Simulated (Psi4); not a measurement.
**UB3LYP/cc-pCVDZ (sweep point 2) run of PH2 (SMILES [PH2])**

Aim: the vertical ionisation energy of PH2 at UB3LYP/cc-pCVDZ (sweep point 2), from 2 runs. 

Program for the calculation: Psi4 1.11.

## 1. Starting point

PH2: 3 atoms, total charge 0, spin state doublet. As SMILES, `[PH2]`. The shape is that of a GFN2-xTB optimisation.

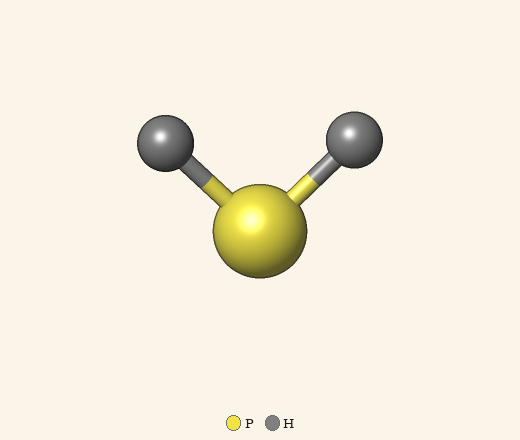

Viewed from a chosen angle; phosphorus yellow, hydrogen grey.

## 2. The energy at UB3LYP/cc-pCVDZ (sweep point 2)

File calc.dat:

```
memory 1600 MB

molecule system {
  0 2
  P      0.514470    -0.302750     0.252680
  H      0.111510     1.027360     0.172420
  H     -0.625980    -0.724620    -0.425100
  symmetry c1
}

set {
  basis                cc-pCVDZ
  reference            uks
  puream               true
  scf_type             pk
  dft_radial_points    99
  dft_spherical_points 590
  maxiter              150
}

energy("b3lyp")
print_variables()
```

Started as:

```sh
psi4 -n 1 calc.dat calc.out
```

calc.out:

```text
[...]
  Running in c1 symmetry.
[...]
  Nuclear repulsion =   11.669271134122123
[...]
  Multiplicity = 2
[...]
  Nalpha       = 9
  Nbeta        = 8
[...]
    Number of basis functions: 37
[...]
   @UKS iter   1:  -342.49446725632282   -2.66121e-01   9.45277e-03 DIIS/ADIIS
[...]
   @UKS iter   7:  -342.52553360231246   -3.20970e-08   9.54335e-07 DIIS
[...]
   @S^2 Observed:                7.538686957E-01
[...]
    Orbital Energies [Eh]
    ---------------------
    Alpha Occupied:
       1A    -77.062827     2A     -6.552739     3A     -4.718148
       4A     -4.711544     5A     -4.708465     6A     -0.642626
       7A     -0.391098     8A     -0.309155     9A     -0.247475
    Alpha Virtual:
      10A      0.037085    11A      0.055036    12A      0.295004
      13A      0.303857    14A      0.405878    15A      0.408981
      16A      0.421709    17A      0.424161    18A      0.430931
      19A      0.524223    20A      0.579190    21A      0.760458
      22A      0.911810    23A      1.354898    24A      1.377293
      25A      1.475057    26A      1.562796    27A      2.004127
[...]
  @UKS Final Energy:  -342.52553360231246
   => Energetics <=
    Nuclear Repulsion Energy =             11.6692711341221234
    One-Electron Energy =                -496.2692452002937671
    Two-Electron Energy =                 161.3979443877961728
    DFT Exchange-Correlation Energy =     -19.3235039239369932
    Empirical Dispersion Energy =           0.0000000000000000
    VV10 Nonlocal Energy =                  0.0000000000000000
    Total Energy =                       -342.5255336023124073
[...]
 Multipole Moments:
 ------------------------------------------------------------------------------------
     Multipole            Electronic (a.u.)      Nuclear  (a.u.)        Total (a.u.)
 ------------------------------------------------------------------------------------
 L = 1.  Multiply by 2.5417464519 to convert [e a0] to [Debye]
 Dipole X            :          1.3089978           -1.5599025           -0.2509047
 Dipole Y            :         -0.6953280            0.8286003            0.1332723
 Dipole Z            :          0.0000000            0.0000000            0.0000000
 Magnitude           :                                                    0.2841033
[...]
```

It took 6.9 s on 1 thread of Intel Xeon Platinum 8259CL at 2.50GHz (Skylake/Cascade Lake), shared host; peak memory 0.45 GiB.

## 3. The singlet cation, same level

File h2p.dat:

```
memory 1600 MB

molecule {
  1 1
  P      0.514470    -0.302750     0.252680
  H      0.111510     1.027360     0.172420
  H     -0.625980    -0.724620    -0.425100
  units angstrom
  symmetry c1
}

set basis cc-pCVDZ
set reference rks
set puream true
set scf_type pk
set dft_radial_points 99
set dft_spherical_points 590

energy('b3lyp')
print_variables()
```

Started as:

```sh
psi4 h2p.dat h2p.out -n 1
```

h2p.out:

```text
[...]
  Running in c1 symmetry.
[...]
  Nuclear repulsion =   11.669271134122123
[...]
  Multiplicity = 1
[...]
  Nalpha       = 8
  Nbeta        = 8
[...]
    Number of basis functions: 37
[...]
   @RKS iter   1:  -342.15583918475841    7.25075e-02   6.64898e-03 ADIIS/DIIS
[...]
   @RKS iter   6:  -342.16178441490769   -9.58897e-09   6.56276e-07 DIIS
[...]
    Orbital Energies [Eh]
    ---------------------
    Doubly Occupied:
       1A    -77.452001     2A     -6.934925     3A     -5.103642
       4A     -5.090669     5A     -5.087502     6A     -0.958502
       7A     -0.698283     8A     -0.617031
[...]
  @RKS Final Energy:  -342.16178441490769
   => Energetics <=
    Nuclear Repulsion Energy =             11.6692711341221234
    One-Electron Energy =                -490.1893591256304603
    Two-Electron Energy =                 155.4383559864243125
    DFT Exchange-Correlation Energy =     -19.0800524098236934
    Empirical Dispersion Energy =           0.0000000000000000
    VV10 Nonlocal Energy =                  0.0000000000000000
    Total Energy =                       -342.1617844149076859
[...]
 Multipole Moments:
 ------------------------------------------------------------------------------------
     Multipole            Electronic (a.u.)      Nuclear  (a.u.)        Total (a.u.)
 ------------------------------------------------------------------------------------
 L = 1.  Multiply by 2.5417464519 to convert [e a0] to [Debye]
 Dipole X            :          1.1313901           -1.5599025           -0.4285124
 Dipole Y            :         -0.6009815            0.8286003            0.2276188
 Dipole Z            :         -0.0000000            0.0000000           -0.0000000
 Magnitude           :                                                    0.4852146
[...]
```

Run time: 4.8 s. Hardware: 1 thread of Intel Xeon Platinum 8259CL at 2.50GHz (Skylake/Cascade Lake), shared host; peak memory 0.45 GiB.

## 4. What came out

At UB3LYP/cc-pCVDZ (sweep point 2):

| quantity | value |
| --- | --- |
| doublet PH2: total energy | -342.52553 Eh |
| doublet PH2: dipole moment | 0.72 D |
| doublet PH2: HOMO energy (highest over α and β) | -6.73 eV |
| doublet PH2: LUMO energy (lowest over α and β) | -3.30 eV |
| doublet PH2: ⟨S²⟩ | 0.754 |
| singlet cation: total energy | -342.16178 Eh |
| singlet cation: HOMO energy | -16.79 eV |
| singlet cation: LUMO energy | -12.99 eV |
| singlet cation: HOMO–LUMO gap | 3.80 eV |
| vertical ionisation energy (to the singlet cation) | 9.898 eV |

**Reading.** The vertical ionisation energy comes to 9.90 eV (228 kcal/mol). Only the singlet of the ionised species was computed; a triplet could lie lower.
